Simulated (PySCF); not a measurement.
# C5H7BO3: the cost of one run

Computed with PySCF 2.14.0, with density-fitted response routines of our own, on a single molecule, in the gas phase or a continuum. Atoms are numbered from 0 throughout.

## (1) Starting geometry

16 atoms, charge 0, multiplicity 1; geometry from: GFN2-xTB. The atoms were then displaced at random by about 0.01 Å, so the start is not that level's minimum.

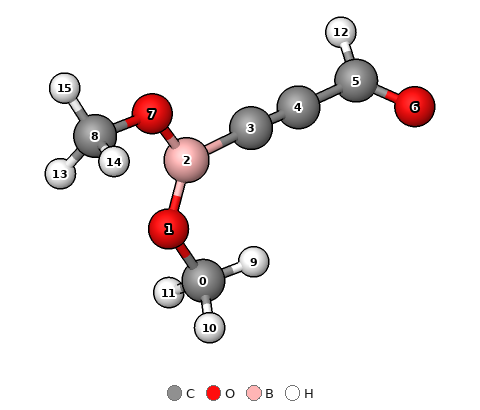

As it starts; carbon grey, oxygen red, boron pink, hydrogen white, atoms numbered.

## (2) Optimising the geometry at PBE0-D3(BJ)/def2-SVP

What the job is given:

```
{"job": {"xc": "PBE0", "basis": "def2-SVP", "d3": "d3bj", "grid": 1, "shake": 0.01, "kind": "geom"}, "charge": 0, "multiplicity": 1}
C     -0.588470    -2.118630     0.158740
O     -1.170150    -0.811310     0.043510
B     -0.468980     0.337120    -0.043310
C      1.127990     0.369340    -0.006080
C      2.301700     0.330190     0.011830
C      3.727680     0.319380     0.044320
O      4.420800    -0.277350     0.845110
O     -1.057660     1.533320    -0.155510
C     -2.480140     1.648600    -0.154700
H      0.445410    -2.058410     0.438690
H     -1.175480    -2.641830     0.926890
H     -0.707810    -2.611150    -0.795210
H      4.149530     0.921650    -0.785220
H     -2.945530     0.851940    -0.765980
H     -2.879830     1.573670     0.842580
H     -2.718130     2.631100    -0.594920
```

Run with:

```sh
$ OMP_NUM_THREADS=1 python probes_run.py task.json out
```

The driver reads the jobs from task.json and runs them one after another.

**Question.** How long does this first job take on 1 thread of Intel Xeon at 2.50GHz, shared host, and how much memory does it need?

About 7.3 min, with a peak of 0.64 GiB.
